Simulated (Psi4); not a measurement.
Energy and gradient calculation of C$_{2}$H$_{4}$P (charge +1) (part 2 of 2)

C$_{2}$H$_{4}$P, charge +1, SMILES C1=C[PH2+]1; PBE0/pcseg-2, RKS (Psi4 1.11). The geometry comes from this level: GFN2-xTB.

Geometry of the input (Å):
```
C  -0.7785  -0.5666  -0.2346
C  -0.2490  0.5021  -0.8185
P  0.6413  0.0415  0.6553
H  -1.5612  -1.2974  -0.2896
H  -0.3286  1.1795  -1.6459
H  0.4338  0.7663  1.8109
H  1.8421  -0.6255  0.5224
```

## What the program printed, continued
```
 ------------------------------------------------------------------------------------

	total time  =         50 seconds =       0.83 minutes

         ------------------------------------------------------------
                                   SCF GRAD
         ------------------------------------------------------------

  ==> Geometry <==

    Molecular point group: c1
    Full point group: C1

    Geometry (in Angstrom), charge = 1, multiplicity = 1:

       Center              X                  Y                   Z               Mass
    ------------   -----------------  -----------------  -----------------  -----------------
         C           -0.778470000000    -0.566580000000    -0.234630000000    12.000000000000
         C           -0.248980000000     0.502140000000    -0.818500000000    12.000000000000
         P            0.641320000000     0.041450000000     0.655330000000    30.973761998420
         H           -1.561160000000    -1.297370000000    -0.289630000000     1.007825032230
         H           -0.328630000000     1.179530000000    -1.645860000000     1.007825032230
         H            0.433780000000     0.766330000000     1.810910000000     1.007825032230
         H            1.842140000000    -0.625510000000     0.522380000000     1.007825032230

  Nuclear repulsion =   99.413318340834124

  ==> Basis Set <==

  Basis Set: PCSEG-2
    Blend: PCSEG-2
    Number of shells: 56
    Number of basis functions: 150
    Number of Cartesian functions: 169
    Spherical Harmonics?: true
    Max angular momentum: 3

  ==> DirectJKGrad: Integral-Direct SCF Gradients <==

    Gradient:                    1
    J tasked:                  Yes
    K tasked:                  Yes
    wK tasked:                  No
    Integrals threads:           1
    Schwarz Cutoff:          1E-12

  ==> DFT Potential <==

   => LibXC <=

    Version 7.1.2

   => Composite Functional: PBE0 <=

    PBE0 Hyb-GGA Exchange-Correlation Functional

    Deriv               =              1
    GGA                 =           TRUE
    Meta                =          FALSE

    Exchange Hybrid     =           TRUE
    MP2 Hybrid          =          FALSE

   => Exchange Functionals <=

    0.7500   Perdew, Burke & Ernzerhof

   => Exact (HF) Exchange <=

    0.2500               HF

   => Correlation Functionals <=

    1.0000   Perdew, Burke & Ernzerhof

   => LibXC Density Thresholds  <==

    XC_HYB_GGA_XC_PBEH:  1.00E-15

   => Molecular Quadrature <=

    Radial Scheme          =       TREUTLER
    Pruning Scheme         =           NONE
    Nuclear Scheme         =       TREUTLER

    Blocking Scheme        =         OCTREE
    BS radius alpha        =              1
    Pruning alpha          =              1
    Radial Points          =             99
    Spherical Points       =            590
    Total Points           =         390270
    Total Blocks           =           2859
    Max Points             =            256
    Max Functions          =            150
    Weights Tolerance      =       1.00E-15

  -Total Gradient:
     Atom            X                  Y                   Z
    ------   -----------------  -----------------  -----------------
       1       -0.023660894348    -0.027229903973     0.003591002012
       2        0.002406405202     0.025729610728    -0.025211487984
       3        0.032009015957     0.002251448826     0.032656517344
       4        0.003494445178     0.005029440273    -0.001380290000
       5       -0.001127262106    -0.004822504600     0.003789267994
       6       -0.003427985242    -0.003772769400    -0.009633663433
       7       -0.009697154946     0.002814412076    -0.003814823012

	total time  =         34 seconds =       0.57 minutes

Properties will be evaluated at   0.000000,   0.000000,   0.000000 [a0]

Properties computed using the PBE0 density matrix

  Lowdin Charges: (a.u.)
   Center  Symbol    Alpha    Beta     Spin     Total
       1     C     3.02469  3.02469  0.00000 -0.04939
       2     C     3.02475  3.02475  0.00000 -0.04949
       3     P     6.90483  6.90483  0.00000  1.19034
       4     H     0.48603  0.48603  0.00000  0.02795
       5     H     0.48602  0.48602  0.00000  0.02796
       6     H     0.53686  0.53686  0.00000 -0.07372
       7     H     0.53682  0.53682  0.00000 -0.07364

  Total alpha = 15.00000, Total beta = 15.00000, Total charge =  1.00000

  Mayer Bond Indices:

  Irrep: 1 Size: 7 x 7

                 1                   2                   3                   4                   5

    1     0.00000000000000     1.63385214008196     1.07789644102700     0.95500902711229     0.01114179480954
    2     1.63385214008196     0.00000000000000     1.07852439909317     0.01092602522499     0.95482725995439
    3     1.07789644102700     1.07852439909317     0.00000000000000     0.03024972774385     0.03019987642610
    4     0.95500902711229     0.01092602522499     0.03024972774385     0.00000000000000     0.00003888289817
    5     0.01114179480954     0.95482725995439     0.03019987642610     0.00003888289817     0.00000000000000
    6     0.01906994949239     0.01932939825286     0.90375165854295     0.00066263944590     0.00065945072969
    7     0.01907048528904     0.01938480120897     0.90367547295762     0.00065433899898     0.00066794307836

                 6                   7

    1     0.01906994949239     0.01907048528904
    2     0.01932939825286     0.01938480120897
    3     0.90375165854295     0.90367547295762
    4     0.00066263944590     0.00065433899898
    5     0.00065945072969     0.00066794307836
    6     0.00000000000000     0.02633697007833
    7     0.02633697007833     0.00000000000000

  Atomic Valences:

 #  #
 Irrep: 1
      1:    3.716039837812225
      2:    3.716844023816351
      3:    4.024297575790690
      4:    0.997540641424185
      5:    0.997535207896253
      6:    0.969810066542118
      7:    0.969790011611297

  Wiberg Bond Indices using Orthogonal Lowdin Orbitals:

  Irrep: 1 Size: 7 x 7

                 1                   2                   3                   4                   5

    1     0.00000000000000     2.08402287843710     1.14657646166376     0.98770076263225     0.11693471945060
    2     2.08402287843710     0.00000000000000     1.14673835786738     0.11702259078059     0.98773307828175
    3     1.14657646166376     1.14673835786738     0.00000000000000     0.06958299295031     0.06958198423281
    4     0.98770076263225     0.11702259078059     0.06958299295031     0.00000000000000     0.00726172465124
    5     0.11693471945060     0.98773307828175     0.06958198423281     0.00726172465124     0.00000000000000
    6     0.06294263783984     0.06280272134455     0.96069200812166     0.00474313161575     0.00474030566270
    7     0.06277861187870     0.06292854371746     0.96062612408999     0.00473086031412     0.00474881185116

                 6                   7

    1     0.06294263783984     0.06277861187870
    2     0.06280272134455     0.06292854371746
    3     0.96069200812166     0.96062612408999
    4     0.00474313161575     0.00473086031412
    5     0.00474030566270     0.00474881185116
    6     0.00000000000000     0.04477249756058
    7     0.04477249756058     0.00000000000000

  Atomic Valences:

 #  #
 Irrep: 1
      1:    4.460956071902257
      2:    4.461248170428825
      3:    4.353797928925906
      4:    1.191042062944257
      5:    1.191000624130256
      6:    1.140693302145087
      7:    1.140585449412010

  Variable Map:
  ----------------------------------------------------------------------------
  "CURRENT ENERGY"              =>    -419.423606445284
  "CURRENT REFERENCE ENERGY"    =>    -419.423606445284
  "DD SOLVATION ENERGY"         =>       0.000000000000
  "DFT FUNCTIONAL TOTAL ENERGY" =>    -419.423606445284
  "DFT TOTAL ENERGY"            =>    -419.423606445284
  "DFT VV10 ENERGY"             =>       0.000000000000
  "DFT XC ENERGY"               =>     -26.542032721251
  "GRID ELECTRONS ALPHA"        =>      15.000000117977
  "GRID ELECTRONS BETA"         =>      15.000000117977
  "GRID ELECTRONS TOTAL"        =>      30.000000235954
  "NUCLEAR REPULSION ENERGY"    =>      99.413318340834
  "ONE-ELECTRON ENERGY"         =>    -765.788519940543
  "PCM POLARIZATION ENERGY"     =>       0.000000000000
  "PE ENERGY"                   =>       0.000000000000
  "SCF ITERATION ENERGY"        =>    -419.423606445284
  "SCF ITERATIONS"              =>      10.000000000000
  "SCF TOTAL ENERGY"            =>    -419.423606445284
  "TWO-ELECTRON ENERGY"         =>     273.493627875676
  "XC GRID RADIAL POINTS"       =>      99.000000000000
  "XC GRID SPHERICAL POINTS"    =>     590.000000000000
  "XC GRID TOTAL POINTS"        =>  390270.000000000000

  Array Variable Map:
  ----------------------------------------------------------------------------
  "CURRENT DIPOLE"              =>       0.435638082312 ... 0.444847921291 1 by 3
  "CURRENT GRADIENT"            =>      -0.023660894348 ... -0.003814823012 7 by 3
  "DFT TOTAL GRADIENT"          =>      -0.023660894348 ... -0.003814823012 7 by 3
  "SCF DIPOLE"                  =>       0.435638082312 ... 0.444847921291 1 by 3
  "SCF TOTAL ENERGIES"          =>    -419.492645072880 ... -419.423606445284 1 by 11
  "SCF TOTAL GRADIENT"          =>      -0.023660894348 ... -0.003814823012 7 by 3

    Psi4 run time: 0:01:23.56
```

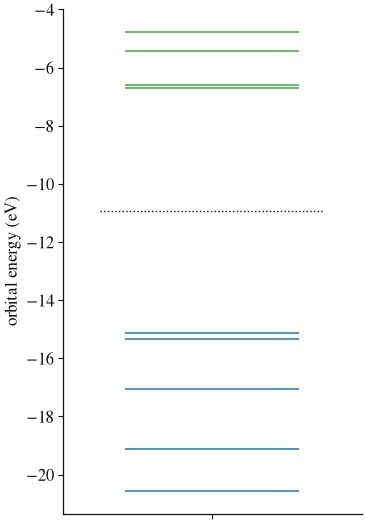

Figure 1. Orbital energies near the frontier; the dotted line parts filled from empty levels, and levels within 0.02 eV of each other stand side by side. Highest filled −15.14 eV, lowest empty −6.71 eV, 8.43 eV apart.

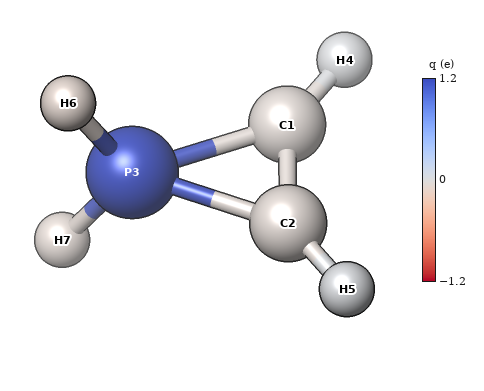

Figure 2. Löwdin charges, as the colour of each atom (ball-and-stick view, seen at a tilt; atoms are numbered from 1 in the order of the input). By element: C −0.05, P +1.19 and H −0.07 to +0.03 e.

## Results in brief

```tsv
quantity	value
outcome	converged
total energy	−419.423606 hartree
basis functions	150
largest force	2.354 eV/Å
HOMO	−15.14 eV
LUMO	−6.71 eV
hardware	1 thread of Intel Xeon (Sapphire Rapids), 192 GiB of memory available, shared host
wall time	86 s
peak memory	1.3 GiB
```
